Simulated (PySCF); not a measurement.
# C6H11B (SMILES B[C@]12CC[C@H]1CC2): what the fields show

| atom | x (Å) | y (Å) | z (Å) |
| --- | --- | --- | --- |
| B | -1.4533 | -1.5100 | 0.4414 |
| C | -0.5583 | -0.3977 | -0.1557 |
| C | 0.5088 | -0.7115 | -1.2292 |
| C | 1.6353 | -0.2745 | -0.2822 |
| C | 0.6104 | 0.0801 | 0.7960 |
| C | 0.0769 | 1.5116 | 0.7371 |
| C | -1.0345 | 1.0718 | -0.2260 |
| H | -2.3779 | -1.2311 | 1.1027 |
| H | -1.1611 | -2.6352 | 0.3052 |
| H | 0.5505 | -1.7631 | -1.5056 |
| H | 0.4161 | -0.1156 | -2.1355 |
| H | 2.2380 | 0.5662 | -0.6257 |
| H | 2.3005 | -1.0866 | 0.0056 |
| H | 0.7672 | -0.3468 | 1.7840 |
| H | -0.2951 | 1.8730 | 1.6943 |
| H | 0.7821 | 2.2409 | 0.3394 |
| H | -2.0388 | 1.2245 | 0.1632 |
| H | -0.9756 | 1.5103 | -1.2209 |

Geometry: GFN2-xTB.

The calculation used wB97X-D/def2-SVPD, SCF density, gas phase in PySCF.

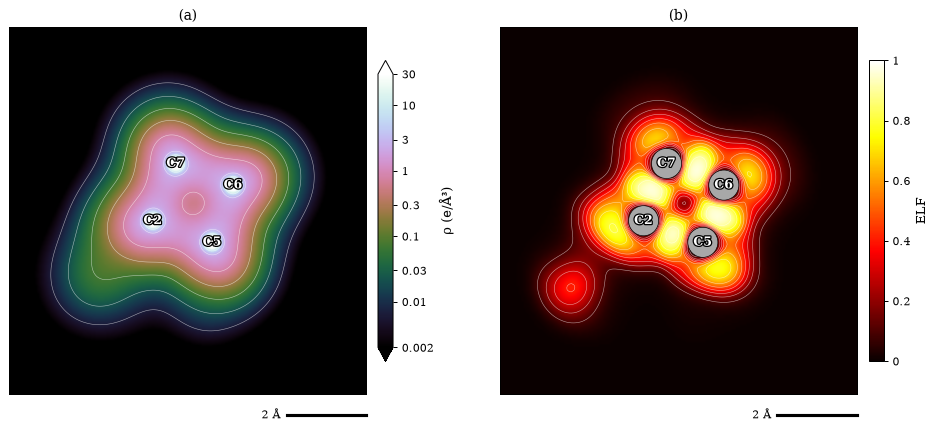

Figure 1. (a) electron density; (b) ELF on the plane of atoms C5, C2 and C7. Grey discs cover the atomic cores in the ELF map.

Interpret the plot.

- The plane passes through C nuclei.
- C–C (1.53 Å): ρ at the midpoint is about 1.7 e/Å³; the ELF peaks at about 0.95 between the atoms, as expected for a covalent bond.
- C–C (1.58 Å): ρ is about 1.4 e/Å³ halfway; the ELF peaks at about 0.95 between the atoms: a shared electron pair.

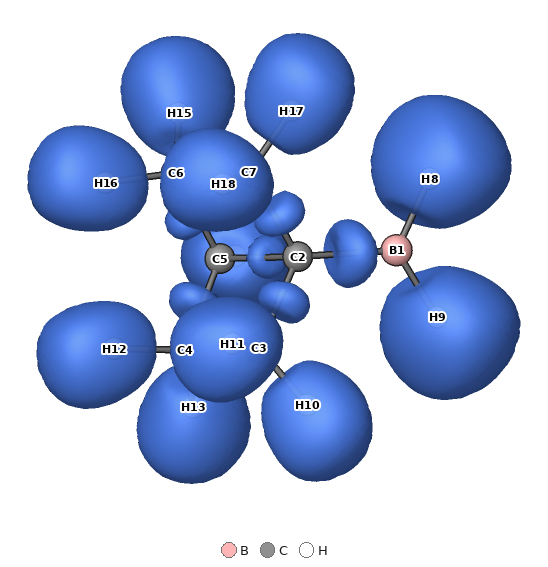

Figure 2. Isosurface of the ELF at 0.85 (blue), seen across its widest extent. Core shells and regions of very low density are left out.

What do the ELF domains correspond to?

The ELF exceeds this value in one region between bonded B–C atoms (shared pairs), seven regions between bonded C–C atoms (shared pairs) and eleven regions around hydrogen nuclei. Along the contacts the grid gives the following. C–B (1.55 Å): the ELF peaks at about 1 between the atoms; a shared electron pair.

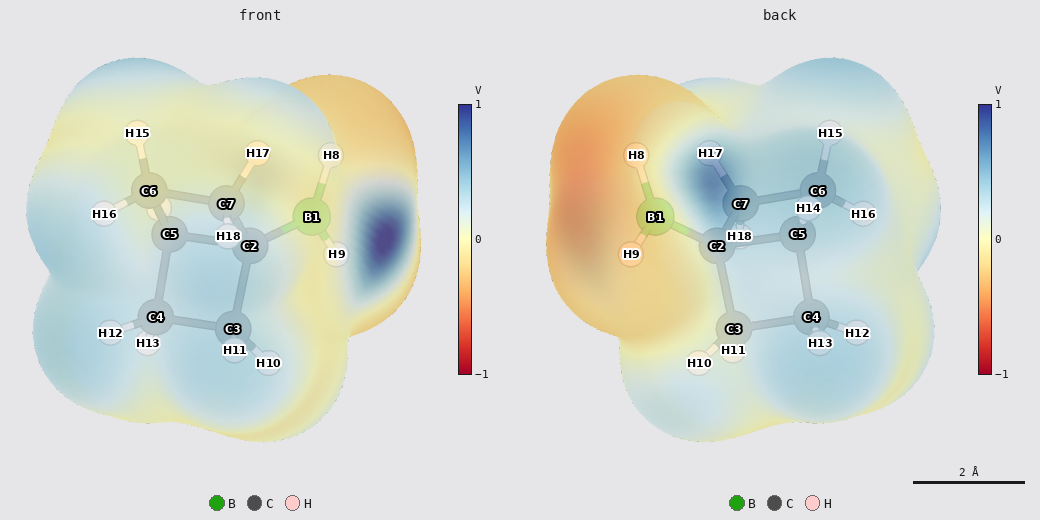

Figure 3. The molecular electrostatic potential painted on the density surface at 0.001 e/bohr³, seen from the front and from behind; red is negative and blue positive.

Which sites attract a positive test charge, and which a negative one?

A positive charge is drawn to the negative regions and a negative charge to the positive ones. The most negative region (about −0.5 V) lies over H8 and H9, the most positive (about +0.9 V) over B1.

How polar is the molecule by this calculation?

Its dipole moment is 0.88 D.
